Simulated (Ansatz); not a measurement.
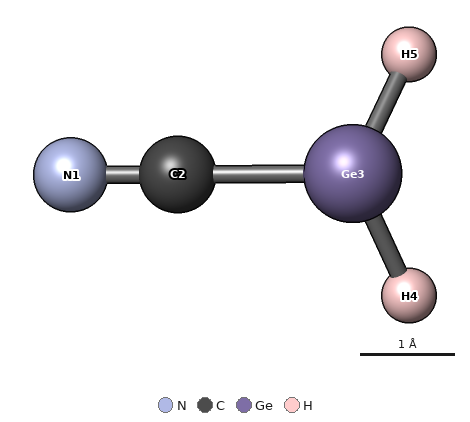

The input geometry of the first run (ball-and-stick view, seen on its broad side; atoms are numbered from 1 in the order of the input). Sticks mark near contacts. Bond lengths as drawn: C–Ge 1.91 Å, C–N 1.15 Å and Ge–H 1.53 Å.

## What a change does: single-point calculation on CH$_{2}$GeN

System: CH$_{2}$GeN, multiplicity 2, SMILES N#[C][GeH2].
Method of the first run: UKS wB97M-V/def2-SVP (Ansatz 0.2.0).

The geometry comes from this level: PBE0-D4/def2-TZVP. Text and figures count atoms from 1; the logs count them from 0 in places.

The input, the first run:
```yaml
crystal:
  periodic: [false, false, false]
  atoms:
    - {symbol: N, position_ang: [1.590708, -1.029346, 1.293199]}
    - {symbol: C, position_ang: [0.838421, -0.535941, 0.570354]}
    - {symbol: Ge, position_ang: [-0.315887, 0.241357, -0.740108]}
    - {symbol: H, position_ang: [-1.658949, -0.498021, -0.695906]}
    - {symbol: H, position_ang: [-0.404293, 1.748351, -0.468940]}
basis:
  gaussian: {orbitals: def2-SVP}
magnetization: {spin_polarized: true, initial_magnetization: 1}
hamiltonian: {xc: {name: wB97M-V}}
output: {orbitals: {seedname: orbitals}}
```

Hardware: 2 CPU threads, shared host.

Output (the first run):
```
Functional definition: wB97M-V
  parameter omega = 0.3/bohr
  parameter cx = 0.15
  parameter cx01 = 1.007
  parameter cx10 = 0.259
  parameter css00 = 0.443
  parameter css04 = -1.437
  parameter css10 = -4.535
  parameter css20 = -3.390
  parameter css43 = 4.278
  parameter cos00 = 1.000
  parameter cos10 = 1.358
  parameter cos20 = 2.924
  parameter cos21 = -8.812
  parameter cos60 = -1.390
  parameter cos61 = 9.142
  parameter b = 6.0
  parameter c = 0.01
  gx(w, u) = 1 - cx + cx01*u + cx10*w
  gss(w, u) = css00 + css04*u^4 + css10*w + css20*w^2 + css43*w^4*u^3
  gos(w, u) = cos00 + cos10*w + (cos20 + cos21*u)*w^2 + (cos60 + cos61*u)*w^6
  exchange = spin_sum(e_x_unif_sr(omega)*gx(b97_w, b97_u_x)) + cx*exact_x_sr(omega) + exact_x_lr(omega)
  correlation = spin_sum(e_c_pw_mod_same_spin*gss(b97_w, b97_u_same))
      + integral(e_c_pw_mod_opposite_spin*gos(b97_w_opposite, b97_u_opposite)) + vv10(b, c)
706 factors; integrals over basis functions are off by at most 1.4e-3 eV
180 factors; integrals over basis functions are off by at most 5.9e-6 eV
mean field evaluation 1: about -59058.7157 eV, gradient 2.8e1 eV
mean field evaluation 2: about -59056.9993 eV, gradient 3.7e1 eV
mean field evaluation 4: about -59062.6808 eV, gradient 2.0e0 eV
mean field evaluation 8: about -59062.7402 eV, gradient 1.7e-1 eV
mean field evaluation 16: about -59062.7409 eV, gradient 1.2e-3 eV
mean field -59062.74090265 eV, -2170.5156940086 hartree, gradient 4.2e-5 eV, S^2 0.752866; 0 other end points of the search recorded, 0 dependent functions left out
reference -59062.74093367 eV, -2170.5156951485 hartree; 24, 23 occupied and 46, 47 virtual orbitals, 706 factors
Total energy: -59062.74093367 eV, -2170.5156951485 hartree
```

The second run used a changed input.

The two runs side by side:

```tsv
quantity	the first run	the second run
outcome	converged	converged
total energy (hartree)	−2170.515695	−2170.936751
HOMO (eV)	−9.06	−9.18
LUMO (eV)	−1.83	−2.02
⟨S²⟩	0.753	0.753
basis functions	70	263
wall time (shared host)	4.9 s	16 s
```

Which change of the input explains these differences?

The change (lines with − go, lines with + come):
```diff
-  gaussian: {orbitals: def2-SVP}
+  gaussian: {orbitals: "def2-QZVPP.json"}
```

The total energy of the second run is 264.2 kcal/mol lower, which measures the change of basis and not a stability. The HOMO goes from −9.06 to −9.18 eV. The LUMO goes from −1.83 to −2.02 eV. The basis functions go from 70 to 263.

Output (the second run):
```
Functional definition: wB97M-V
  parameter omega = 0.3/bohr
  parameter cx = 0.15
  parameter cx01 = 1.007
  parameter cx10 = 0.259
  parameter css00 = 0.443
  parameter css04 = -1.437
  parameter css10 = -4.535
  parameter css20 = -3.390
  parameter css43 = 4.278
  parameter cos00 = 1.000
  parameter cos10 = 1.358
  parameter cos20 = 2.924
  parameter cos21 = -8.812
  parameter cos60 = -1.390
  parameter cos61 = 9.142
  parameter b = 6.0
  parameter c = 0.01
  gx(w, u) = 1 - cx + cx01*u + cx10*w
  gss(w, u) = css00 + css04*u^4 + css10*w + css20*w^2 + css43*w^4*u^3
  gos(w, u) = cos00 + cos10*w + (cos20 + cos21*u)*w^2 + (cos60 + cos61*u)*w^6
  exchange = spin_sum(e_x_unif_sr(omega)*gx(b97_w, b97_u_x)) + cx*exact_x_sr(omega) + exact_x_lr(omega)
  correlation = spin_sum(e_c_pw_mod_same_spin*gss(b97_w, b97_u_same))
      + integral(e_c_pw_mod_opposite_spin*gos(b97_w_opposite, b97_u_opposite)) + vv10(b, c)
1006 factors; their error is unknown
211 factors; integrals over basis functions are off by at most 1.1e-5 eV
mean field evaluation 1: about -59068.8709 eV, gradient 3.4e1 eV
mean field evaluation 2: about -59066.1765 eV, gradient 4.4e1 eV
mean field evaluation 4: about -59074.0635 eV, gradient 2.9e0 eV
mean field evaluation 8: about -59074.1982 eV, gradient 2.4e-1 eV
mean field evaluation 16: about -59074.1984 eV, gradient 6.0e-4 eV
mean field -59074.19838936 eV, -2170.9367488790 hartree, gradient 7.3e-5 eV, S^2 0.753014; 0 other end points of the search recorded, 0 dependent functions left out
reference -59074.19843803 eV, -2170.9367506678 hartree; 24, 23 occupied and 239, 240 virtual orbitals, 1006 factors
Total energy: -59074.19843803 eV, -2170.9367506678 hartree
```
